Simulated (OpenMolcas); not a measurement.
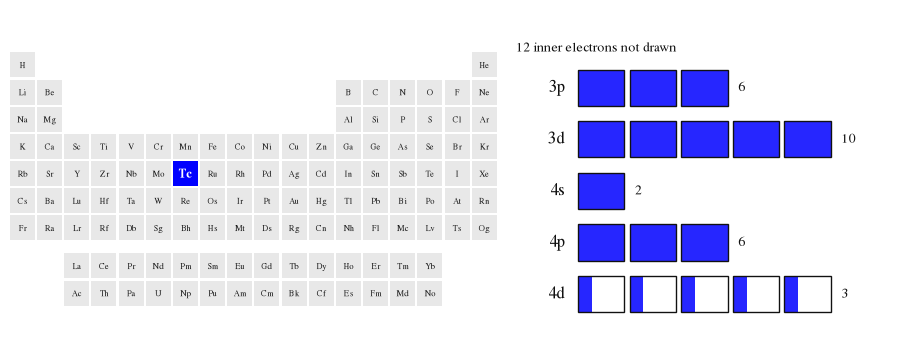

Left, the place of technetium in the periodic table; right, the outer shells of the leading configuration of the lowest level: a box for each of the 2l + 1 orbitals, shaded by the share of the shell that is filled, with the electron count at the right.

Multiconfigurational calculation for Tc⁴⁺ complex (part 1 of 2)

System: Tc⁴⁺ with 6 ligands (F; octahedron, 1.804 Å), embedded in Cs2GeF6 by model potentials and point charges, whose field is part of the energies.
Method: state-averaged CASSCF, active space 3 electrons in the shell 4d, basis ANO-RCC-VTZP on the metal and ANO-RCC-VDZP on the ligands, DKH2 scalar Hamiltonian, spin-orbit coupling by RASSI with atomic mean-field integrals (OpenMolcas).

The input:
```
&GATEWAY
Basis set
Tc.ANO-RCC-VTZP.
Tc1 0.0 0.0 0.0 Angstrom
End of basis
Basis set
F.ANO-RCC-VDZP.
L1 1.804000 0.000000 0.000000 Angstrom
L2 0.000000 1.804000 0.000000 Angstrom
L3 0.000000 0.000000 1.804000 Angstrom
End of basis
Basis set
Cs.EMB-AIMP.Seijo.0s.0s.ECP.Cs2GeF6.
PseudoCharge
* 16 symmetry-unique lattice sites within 7.6 angstrom
End of basis
Basis set
F.EMB-AIMP.Seijo.0s.0s.ECP.Cs2GeF6.
PseudoCharge
* 27 symmetry-unique lattice sites within 7.6 angstrom
End of basis
Basis set
Ge.EMB-AIMP.Seijo.0s.0s.ECP.Cs2GeF6.
PseudoCharge
* 6 symmetry-unique lattice sites within 7.6 angstrom
End of basis
Symmetry
XYZ
AngMom=0.0 0.0 0.0
AMFI
RICD
XField
1358 Angstrom 0
* Evjen-weighted lattice charges
&SEWARD
&RASSCF
FileOrb=start.orb
Symmetry=1
Spin=4
nActEl=3 0 0
Inactive=24 24
Ras2=5 0
CIRoot=10 10 1
SDav=10
CIMx=300
Iter=150 100
PrWF=0.3
OrbListing=Nothing
MaxOrb=0
LevShft=1.0
>>> COPY $Project.JobIph JOB001
&RASSCF
FileOrb=start.orb
Symmetry=1
Spin=2
nActEl=3 0 0
Inactive=24 24
Ras2=5 0
CIRoot=40 40 1
SDav=40
CIMx=300
Iter=150 100
PrWF=0.3
OrbListing=Nothing
MaxOrb=0
LevShft=1.0
>>> COPY $Project.JobIph JOB002
&RASSI
NrOfJobIphs=2 10 40
1 2 3 4 5 6 7 8 9 10
1 2 3 4 5 6 7 8 9 10 11 12 13 14 15 16 17 18 19 20 21 22 23 24 25 26 27
28 29 30 31 32 33 34 35 36 37 38 39 40
IphNames
JOB001
JOB002
EJob
SpinOrbit
DIPRint=1.0
SOCoupling=1000.0
Subsets=2
Property=9
'ANGMOM' 1 'ANGMOM' 2 'ANGMOM' 3 'MLTPL  1' 1 'MLTPL  1' 2 'MLTPL  1' 3
'AMFI' 1 'AMFI' 2 'AMFI' 3
SOProperty=3
'ANGMOM' 1 'ANGMOM' 2 'ANGMOM' 3
```

The file start.orb holds starting orbitals from an earlier step. A driver script formed the levels outside the program, from RASSI's spin-orbit matrix and the active-space energies, averaged over the components of each term or state.

Run as:
```bash
OMP_NUM_THREADS=1 MOLCAS_MEM=2457 MOLCAS_PROJECT=a pymolcas a.inp > a.log  # once for each step of the input, in one work folder
```

Output (extracts):
```
--- SEWARD ---
Basis set label: TC.ANO-RCC...7S6P4D2F1G.

      Electronic valence basis set:
      ------------------
      Associated Effective Charge  43.000000 au
      Associated Actual Charge     43.000000 au
      Nuclear Model: Point charge

      Shell  nPrim  nBasis  Cartesian Spherical Contaminant
         s      21       7        X
         p      18       6        X
         d      13       4                 X
         f       6       2                 X
         g       4       1                 X
                  Relativistic Douglas-Kroll-Hess integrals:
                    - DKH order of Hamiltonian: 2
                    - DKH order of Properties : 0
                  Atomic mean-field integrals
--- RASSCF ---
Wave function specifications:
      -----------------------------

      Number of closed shell electrons          96
      Number of electrons in active shells       3
      Max number of holes in RAS1 space          0
      Max nr of electrons in RAS3 space          0
      Number of inactive orbitals               48
      Number of active orbitals                  5
      Number of secondary orbitals              99
      Spin quantum number                      1.5
      State symmetry                             1
Orbital specifications:
      -----------------------

      Symmetry species                           1   2
                                                ag  au
      Frozen orbitals                            0   0
      Inactive orbitals                         24  24
      Active orbitals                            5   0
      RAS1 orbitals                              0   0
      RAS2 orbitals                              5   0
      RAS3 orbitals                              0   0
      Secondary orbitals                        49  50
      Deleted orbitals                           0   0
      Number of basis functions                 78  74
      Number of CSFs                            10
      Number of root(s) required                10
      Iter CI   SX   CI       RASSCF       Energy    max ROT     max BLB   max BLB  Level Ln srch  Step   QN
          iter iter root      energy       change     param      element    value   shift minimum  type update
 Nr of preliminary CI iterations:   1
      Total energies have been shifted. Add                -4000.00 au
        1   1   11    0  -878.89179280    0.00E+00  -1.13E-01*  24  27 1  3.33E-01*  0.96   0.00    SX    NO
        2   1   12    0  -880.03382200   -1.14E+00* -1.03E-01*  24  27 1  2.06E-01*  0.61   0.00    SX    NO
        3   1   12    0  -880.24198964   -2.08E-01* -3.00E-02   24  27 1  6.27E-02*  0.64   0.00    SX    NO
        4   1   11    0  -880.27019832   -2.82E-02* -1.52E-02   24  27 1  3.19E-02*  0.65   0.00    SX    NO
        5   1   11    0  -880.27608132   -5.88E-03* -1.22E-02   24  27 1  1.25E-02*  0.66   1.86    LS   YES
        6   1   11    0  -880.27769566   -1.61E-03*  4.79E-03   12  42 2  6.06E-03*  0.66   1.08    QN   YES
        7   1   10    0  -880.27800336   -3.08E-04* -1.16E-03    9  44 2 -3.11E-03*  0.66   1.01    QN   YES
        8   1    9    0  -880.27804225   -3.89E-05* -5.01E-04   24  27 1 -7.18E-04*  0.66   1.43    LS   YES
        9   1    9    0  -880.27804614   -3.89E-06* -4.37E-04   24  27 1 -7.65E-04*  0.66   1.00    QN   YES
       10   1    8    0  -880.27804897   -2.83E-06* -3.19E-04   24  27 1 -3.29E-04*  0.66   1.73    LS   YES
       11   1    8    0  -880.27804959   -6.16E-07* -1.27E-04    4  46 1  2.81E-04*  0.66   1.00    QN   YES
       12   1    7    0  -880.27804992   -3.32E-07* -4.36E-05    7  45 2  5.94E-05   0.66   1.27    QN   YES
       13   1    6    0  -880.27804996   -3.59E-08* -1.57E-05   24  44 2  1.62E-05   0.66   1.14    QN   YES
       14   1    6    0  -880.27804996   -2.80E-09   9.97E-06   12  42 2  5.31E-06   0.66   1.38    QN   YES
      Convergence after 14 iterations
       15   1    6    0  -880.27804996   -4.85E-10   9.97E-06   12  53 1  2.32E-06   0.66   1.38    QN   YES
      Natural orbitals and occupation numbers for root  1
      sym 1:   1.000000   1.000000  -0.000000   1.000000  -0.000000
      Natural orbitals and occupation numbers for root  2
      sym 1:   0.000003   0.000003   0.999997   1.000000   0.999997
      Natural orbitals and occupation numbers for root  3
      sym 1:   1.000000   0.999564   0.000436   0.000436   0.999564
::    RASSCF root number  1 Total energy:  -4880.52175395
::    RASSCF root number  2 Total energy:  -4880.33108797
::    RASSCF root number  3 Total energy:  -4880.33108797
::    RASSCF root number  4 Total energy:  -4880.33108797
::    RASSCF root number  5 Total energy:  -4880.29211098
::    RASSCF root number  6 Total energy:  -4880.29211098
::    RASSCF root number  7 Total energy:  -4880.29211098
::    RASSCF root number  8 Total energy:  -4880.12971626
::    RASSCF root number  9 Total energy:  -4880.12971626
::    RASSCF root number 10 Total energy:  -4880.12971626
--- RASSCF ---
Wave function specifications:
      -----------------------------

      Number of closed shell electrons          96
      Number of electrons in active shells       3
      Max number of holes in RAS1 space          0
      Max nr of electrons in RAS3 space          0
      Number of inactive orbitals               48
      Number of active orbitals                  5
      Number of secondary orbitals              99
      Spin quantum number                      0.5
      State symmetry                             1
Orbital specifications:
      -----------------------

      Symmetry species                           1   2
                                                ag  au
      Frozen orbitals                            0   0
      Inactive orbitals                         24  24
      Active orbitals                            5   0
      RAS1 orbitals                              0   0
      RAS2 orbitals                              5   0
      RAS3 orbitals                              0   0
      Secondary orbitals                        49  50
      Deleted orbitals                           0   0
      Number of basis functions                 78  74
      Number of CSFs                            40
      Number of root(s) required                40
      Iter CI   SX   CI       RASSCF       Energy    max ROT     max BLB   max BLB  Level Ln srch  Step   QN
          iter iter root      energy       change     param      element    value   shift minimum  type update
 Nr of preliminary CI iterations:   1
      Total energies have been shifted. Add                -4000.00 au
        1   1   10    0  -880.20221201    0.00E+00  -7.02E-03   20  25 1 -7.58E-03*  0.62   0.00    SX    NO
        2   1   10    0  -880.20285120   -6.39E-04*  2.86E-03   20  25 1 -4.27E-03*  0.62   0.00    SX    NO
        3   1    9    0  -880.20299519   -1.44E-04*  1.40E-03   20  25 1 -2.31E-03*  0.62   0.00    SX    NO
        4   1    9    0  -880.20303379   -3.86E-05*  8.31E-04   20  25 1 -1.32E-03*  0.62   0.00    SX    NO
        5   1    9    0  -880.20304514   -1.14E-05*  1.02E-03   20  25 1 -7.44E-04*  0.62   2.24    LS   YES
        6   1    8    0  -880.20305014   -5.00E-06* -1.15E-04   16  27 1 -1.91E-04*  0.62   1.01    QN   YES
        7   1    7    0  -880.20305037   -2.29E-07* -9.91E-05   16  27 1 -9.02E-05   0.62   1.86    LS   YES
        8   1    7    0  -880.20305043   -6.23E-08* -3.66E-05   11  44 2 -9.62E-05   0.62   1.00    QN   YES
        9   1    6    0  -880.20305045   -1.78E-08*  8.51E-06   16  27 1 -1.86E-05   0.62   0.91    QN   YES
       10   1    5    0  -880.20305045   -1.90E-09   5.33E-06   16  27 1 -6.11E-06   0.62   1.54    QN   YES
      Convergence after 10 iterations
       11   1    5    0  -880.20305045   -3.58E-10   5.33E-06   20  25 1 -1.49E-06   0.62   1.54    QN   YES
      Natural orbitals and occupation numbers for root  1
      sym 1:   1.001653   0.991493   0.001268   0.996252   0.009334
      Natural orbitals and occupation numbers for root  2
      sym 1:   0.991279   1.001439   0.009334   0.996680   0.001268
      Natural orbitals and occupation numbers for root  3
      sym 1:   0.996104   0.999313   0.002370   0.999313   0.002899
::    RASSCF root number  1 Total energy:  -4880.45455550
::    RASSCF root number  2 Total energy:  -4880.45455550
::    RASSCF root number  3 Total energy:  -4880.45183474
::    RASSCF root number  4 Total energy:  -4880.45183474
::    RASSCF root number  5 Total energy:  -4880.45183474
::    RASSCF root number  6 Total energy:  -4880.41338296
::    RASSCF root number  7 Total energy:  -4880.41338296
::    RASSCF root number  8 Total energy:  -4880.41338296
::    RASSCF root number  9 Total energy:  -4880.27841172
::    RASSCF root number 10 Total energy:  -4880.26803018
::    RASSCF root number 11 Total energy:  -4880.26803018
::    RASSCF root number 12 Total energy:  -4880.26803018
::    RASSCF root number 13 Total energy:  -4880.26605526
::    RASSCF root number 14 Total energy:  -4880.26605526
::    RASSCF root number 15 Total energy:  -4880.26605526
::    RASSCF root number 16 Total energy:  -4880.25828982
::    RASSCF root number 17 Total energy:  -4880.25828981
::    RASSCF root number 18 Total energy:  -4880.24042666
::    RASSCF root number 19 Total energy:  -4880.24042666
::    RASSCF root number 20 Total energy:  -4880.24042666
::    RASSCF root number 21 Total energy:  -4880.22141021
::    RASSCF root number 22 Total energy:  -4880.22141021
::    RASSCF root number 23 Total energy:  -4880.22141021
::    RASSCF root number 24 Total energy:  -4880.20990071
::    RASSCF root number 25 Total energy:  -4880.16222386
::    RASSCF root number 26 Total energy:  -4880.16222386
::    RASSCF root number 27 Total energy:  -4880.08044664
::    RASSCF root number 28 Total energy:  -4880.08044664
::    RASSCF root number 29 Total energy:  -4880.08044664
::    RASSCF root number 30 Total energy:  -4880.07341764
```

(Continued in part 2.) Outcome of the run: converged.
